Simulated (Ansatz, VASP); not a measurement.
# Ni (Nickel) in two plane-wave programs

One calculation is typed for both programs; each brings its own data sets and cutoff. How far apart do they land? The cell comes out of earlier VASP steps on this material, which relaxed, scaled or displaced it; both programs get it as it stands.

Program: Ansatz 0.2.0. Level of theory: plane waves, with VASP 6.6.1 beside it; relaxation of cell and atoms at r2SCAN with rVV10. Results are calculated unless marked as measured.

## Step 1: The starting structure

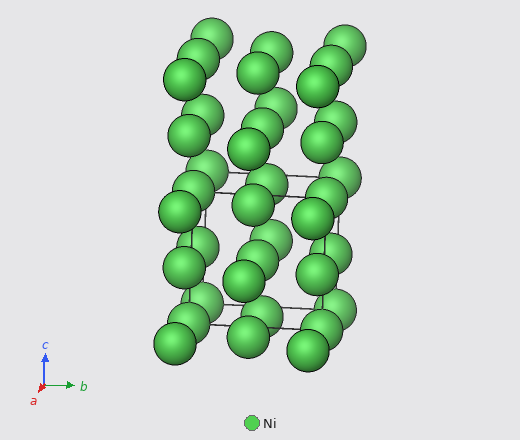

The cell as given, slightly off an axis (nickel green). 2×1×2 cells are drawn. This picture shows the conventional cell, with its axes. Some periodic images of atoms are drawn too.

As a file:

```cif
data_structure
_symmetry_space_group_name_H-M 'Fm-3m'
_symmetry_Int_Tables_number 225
_cell_length_a 3.4708
_cell_length_b 3.4708
_cell_length_c 3.4708
_cell_angle_alpha 90.000
_cell_angle_beta 90.000
_cell_angle_gamma 90.000
_cell_volume 41.81
loop_
_atom_site_label
_atom_site_type_symbol
_atom_site_symmetry_multiplicity
_atom_site_Wyckoff_symbol
_atom_site_fract_x
_atom_site_fract_y
_atom_site_fract_z
_atom_site_occupancy
Ni1 Ni 4 a 0.00000 0.00000 0.00000 1
```

## Step 2: VASP: relaxation of cell and atoms, r2SCAN with rVV10

The relaxed volume is the usual yardstick between codes: its relative difference is about their pressure difference at one cell divided by the bulk modulus.

Lines of VASP's logs that name or quote its potential files are left out, and so is its time.

The input, INCAR:

```
SYSTEM = Ni
PREC = Accurate
ENCUT = 450
EDIFF = 1E-06
NELM = 100
ISMEAR = 1
SIGMA = 0.1
LREAL = .FALSE.
ALGO = Normal
METAGGA = R2SCAN
LUSE_VDW = .TRUE.
IVDW_NL = 2
BPARAM = 11.95
CPARAM = 0.0093
LASPH = .TRUE.
NBANDS = 11
ISPIN = 2
MAGMOM = 1
LMAXMIX = 4
LORBIT = 11
LWAVE = .FALSE.
LCHARG = .FALSE.
KPAR = 2
IBRION = 2
NSW = 50
ISIF = 3
EDIFFG = -0.01
```

The input, POSCAR:

```
Ni
1.0
    0.0000000000      1.7354091943      1.7354091943
    1.7354091943      0.0000000000      1.7354091943
    1.7354091943      1.7354091943      0.0000000000
Ni
1
Direct
    0.0000000000      0.0000000000      0.0000000000
```

The input, KPOINTS:

```
Automatic mesh
0
Gamma
14 14 14
0 0 0
```

The projector-augmented-wave data sets are Ni (PBE family, release 64).

Started as:

```sh
> mpirun -np 2 vasp_std
```

Numbers of over 12 decimals in the logs are rounded to 6 here.

Log:

```text
[banner, memory and clock lines left out]
running    2 mpi-ranks, on    1 nodes
 distrk:  each k-point on    1 cores,    2 groups
 distr:  one band on    1 cores,    1 groups

 POSCAR found type information on POSCAR Ni
 POSCAR found :  1 types and       1 ions
|                                                                             |
|               ----> ADVICE to this user running VASP <----                  |
|                                                                             |
|     You have switched on vdW-DFT.                                           |
|     This routine was written and supplied by Jiri Klimes. We recommend      |
|     that you carefully read and cite the following publications:            |
|       J. Klimes, D.R. Bowler, A. Michelides                                 |
|          J. Phys.: Cond Matt. 22 022201 (2010)                              |
|       J. Klimes, D.R. Bowler, A. Michelides                                 |
|          Phys. Rev. B. 83, 195131 (2011)                                    |
|     and references therein.                                                 |
|                                                                             |

|                                                                             |
|               ----> ADVICE to this user running VASP <----                  |
|                                                                             |
|     You enforced a specific xc type in the INCAR file but a different       |
|     [... a line on the potential file left out ...]
|     I HOPE YOU KNOW WHAT YOU ARE DOING!                                     |
|                                                                             |

 LDA part: xc-table for (None), standard interpolation
 POSCAR, INCAR and KPOINTS ok, starting setup
 FFT: planning ... GRIDC
 FFT: planning ... GRID_SOFT
 FFT: planning ... GRID
 WAVECAR not read
 entering main loop
       N       E                     dE             d eps       ncg     rms          rms(c)
Total rVV10 correction in eV:      0.2589599    11.2174085
Total rVV10 correction in eV:      0.2589599    11.2174085
DAV:   1     0.202153423290E+02    0.20215E+02   -0.43345E+03  4756   0.108E+03
DAV:   2    -0.131707436720E+02   -0.33386E+02   -0.31414E+02  4762   0.167E+02
DAV:   3    -0.140652433990E+02   -0.89450E+00   -0.89226E+00  5135   0.328E+01
DAV:   4    -0.140732615362E+02   -0.80181E-02   -0.80167E-02  5161   0.270E+00
DAV:   5    -0.140734564341E+02   -0.19490E-03   -0.19489E-03  5401   0.388E-01    0.111E+01
Total rVV10 correction in eV:      0.2358522    11.2174082
Total rVV10 correction in eV:      0.2358522    11.2174082
DAV:   6    -0.122006231649E+02    0.18728E+01   -0.20969E+01  5635   0.683E+01    0.738E+00
Total rVV10 correction in eV:      0.2435534    11.2174081
Total rVV10 correction in eV:      0.2435534    11.2174081
DAV:   7    -0.117032952494E+02    0.49733E+00   -0.40457E+00  5557   0.250E+01    0.248E+00
Total rVV10 correction in eV:      0.2417953    11.2174082
Total rVV10 correction in eV:      0.2417953    11.2174082
DAV:   8    -0.117047670173E+02   -0.14718E-02   -0.38114E-02  5286   0.207E+00    0.124E+00
Total rVV10 correction in eV:      0.2407100    11.2174082
Total rVV10 correction in eV:      0.2407100    11.2174082
DAV:   9    -0.117023584870E+02    0.24085E-02   -0.46128E-03  6105   0.684E-01    0.414E-01
Total rVV10 correction in eV:      0.2400026    11.2174082
Total rVV10 correction in eV:      0.2400026    11.2174082
DAV:  10    -0.117016947383E+02    0.66375E-03   -0.30117E-03  5853   0.750E-01    0.922E-02
Total rVV10 correction in eV:      0.2397830    11.2174082
Total rVV10 correction in eV:      0.2397830    11.2174082
DAV:  11    -0.117017656951E+02   -0.70957E-04   -0.52764E-04  6432   0.310E-01    0.645E-02
Total rVV10 correction in eV:      0.2398386    11.2174082
Total rVV10 correction in eV:      0.2398386    11.2174082
DAV:  12    -0.117017668014E+02   -0.11064E-05   -0.21077E-05  5859   0.534E-02    0.244E-02
Total rVV10 correction in eV:      0.2398674    11.2174082
Total rVV10 correction in eV:      0.2398674    11.2174082
DAV:  13    -0.117017679332E+02   -0.11318E-05   -0.15080E-05  5431   0.434E-02    0.671E-03
Total rVV10 correction in eV:      0.2398776    11.2174082
Total rVV10 correction in eV:      0.2398776    11.2174082
DAV:  14    -0.117017699932E+02   -0.20600E-05   -0.14213E-06  3030   0.143E-02    0.154E-03
Total rVV10 correction in eV:      0.2398806    11.2174082
Total rVV10 correction in eV:      0.2398806    11.2174082
DAV:  15    -0.117017698877E+02    0.10556E-06   -0.78365E-08  2486   0.314E-03
Total rVV10 correction in eV:      0.2398847    11.2174082
Total rVV10 correction in eV:      0.2398847    11.2174082
Total rVV10 correction in eV:      0.2398831    11.2174082
Total rVV10 correction in eV:      0.2398831    11.2174082
   1 F= -.11701770E+02 E0= -.11701864E+02  d E =-.117018E+02  mag=     0.7512
 curvature:   0.00 expect dE= 0.000E+00 dE for cont linesearch  0.000E+00
 trial: gam= 0.00000 g(F)=  0.563E-62 g(S)=  0.130E-04 ort = 0.000E+00 (trialstep = 0.100E+01)
 search vector abs. value=  0.130E-04
 reached required accuracy - stopping structural energy minimisation
```

From OUTCAR (step 2):

```text
ion  position               nearest neighbor table
   1  0.000  0.000  0.000-

  LATTYP: Found a face centered cubic cell.
 ALAT       =     3.4708183886

 Subroutine GETGRP returns: Found 48 space group operations
 (whereof 48 operations were pure point group operations)

The static configuration has the point symmetry O_h .

 Found    104 irreducible k-points:

   k-points           NKPTS =    104   k-points in BZ     NKDIM =    104   number of bands    NBANDS=     11

   dimension x,y,z NGX =    18 NGY =   18 NGZ =   18
   dimension x,y,z NGXF=    36 NGYF=   36 NGZF=   36

   ENCUT  =  450.0 eV  33.07 Ry    5.75 a.u.   4.25  4.25  4.25*2*pi/ulx,y,z

   NELECT =      10.0000    total number of electrons

 k-points in reciprocal lattice and weights: Automatic mesh
   0.00000000  0.00000000  0.00000000       0.000
   0.07142857  0.00000000  0.00000000       0.003
   0.14285714  0.00000000  0.00000000       0.003
   0.21428571  0.00000000  0.00000000       0.003
   0.28571429  0.00000000  0.00000000       0.003
   0.35714286  0.00000000  0.00000000       0.003
   0.42857143  0.00000000  0.00000000       0.003
   0.50000000  0.00000000  0.00000000       0.001
   0.07142857  0.07142857  0.00000000       0.002
[...]
-0.28571429  0.42857143  0.21428571       0.009
  -0.28571429  0.50000000  0.21428571       0.004

 average (electrostatic) potential at core
       1 -86.8898

 E-fermi :   9.9007

 spin component 1
 k-point     1 :       0.0000    0.0000    0.0000
  band No.  band energies     occupation
    ...
      2       6.8080      1.00000
      3       6.8080      1.00000
      4       6.8080      1.00000
      5       8.1675      1.00000
      6       8.1675      1.00000
      7      34.7649      0.00000
      8      39.2273      0.00000
      9      39.2273      0.00000
     10      39.2277      0.00000
     11      41.9810      0.00000

 k-point     2 :       0.0714    0.0000    0.0000
  band No.  band energies     occupation
    ...
      2       6.7549      1.00000
      3       6.8550      1.00000
      4       6.8551      1.00000
      5       8.1478      1.00000
      6       8.1478      1.00000
      7      34.0155      0.00000
      8      36.9550      0.00000
      9      38.6991      0.00000
     10      38.6994      0.00000
     11      42.7396      0.00000

 k-point     3 :       0.1429    0.0000    0.0000
  band No.  band energies     occupation
    ...
      2       6.6228      1.00000
      3       6.9681      1.00000
      4       6.9682      1.00000
      5       8.1148      1.00000
      6       8.1149      1.00000
      7      30.8650      0.00000
      8      35.8318      0.00000
      9      37.8485      0.00000
     10      37.8488      0.00000
     11      43.3967      0.00000

 k-point     4 :       0.2143    0.0000    0.0000
  band No.  band energies     occupation
    ...
      2       6.5020      1.00000
      3       7.0637      1.00000
      4       7.0639      1.00000
      5       8.1463      1.00000
      6       8.1464      1.00000
      7      26.9933      0.00000
      8      35.2479      0.00000
      9      37.1386      0.00000
     10      37.1388      0.00000
     11      43.4803      0.00000

 k-point     5 :       0.2857    0.0000    0.0000
  band No.  band energies     occupation
    ...
      2       6.5896      1.00000
      3       7.0611      1.00000
      4       7.0613      1.00000
      5       8.3063      1.00000
      6       8.3065      1.00000
      7      23.2528      0.00000
      8      34.5387      0.00000
      9      36.6413      0.00000
     10      36.6414      0.00000
     11      41.8213      0.00000

 k-point     6 :       0.3571    0.0000    0.0000
  band No.  band energies     occupation
    ...
      2       6.9874      1.00000
      3       6.9876      1.00000
      4       7.2620      1.00000
      5       8.5376      1.00000
      6       8.5378      1.00000
      7      19.8492      0.00000
      8      33.8462      0.00000
      9      36.3535      0.00000
     10      36.3535      0.00000
     11      40.2962      0.00000

  Total       -0.0094947     -0.0094947     -0.0094947     -0.0000000     -0.0000000      0.0000000
  in kB       -1.4553178     -1.4553178     -1.4553178     -0.0000000     -0.0000000      0.0000000
  external PRESSURE =      -1.4553178 kB  Pullay stress =       0.0000000 kB

  energy-cutoff  :      450.00
  volume of cell :       10.45
      direct lattice vectors                 reciprocal lattice vectors
     0.000000000  1.735409194  1.735409194    -0.288116487  0.288116487  0.288116487
     1.735409194  0.000000000  1.735409194     0.288116487 -0.288116487  0.288116487
     1.735409194  1.735409194  0.000000000     0.288116487  0.288116487 -0.288116487

 POSITION                                       TOTAL-FORCE (eV/Angst)
 -----------------------------------------------------------------------------------
      0.00000      0.00000      0.00000         0.000000     -0.000000     -0.000000
 -----------------------------------------------------------------------------------
    total drift:                                0.000000     -0.000000      0.000000

  FREE ENERGIE OF THE ION-ELECTRON SYSTEM (eV)
  ---------------------------------------------------
  free  energy   TOTEN  =       -11.7017698877 eV

  energy  without entropy=      -11.7020517230  energy(sigma->0) =      -11.70186383

 reached required accuracy - stopping structural energy minimisation

 total charge
# of ion       s       p       d       tot
------------------------------------------
    1        0.534   0.559   8.325   9.418

 magnetization (x)
# of ion       s       p       d       tot
------------------------------------------
    1       -0.009  -0.045   0.823   0.769

[... 6 further parts left out ...]
```

CONTCAR:

```
Ni
   1.00000000000000
     0.0000000000000000    1.7354091943000001    1.7354091943000001
     1.7354091943000001    0.0000000000000000    1.7354091943000001
     1.7354091943000001    1.7354091943000001    0.0000000000000000
  Ni
     1
Direct
     0.0000000000000000    0.0000000000000000    0.0000000000000000
```

(Continued in part 2 of 2.)

[Lines on the potential files, build, host, timing and source positions are cut from VASP's logs without a mark.]

[Logs are printed without paths, hosts, clocks, repeated set-up lines and the standing remarks that a program may print on its own settings, such as how far it seeks lower states.]

[Hosts, paths, dates, database ids (printed as entryN), source tags and the programs' standing remarks are cut or masked in the printed files.]
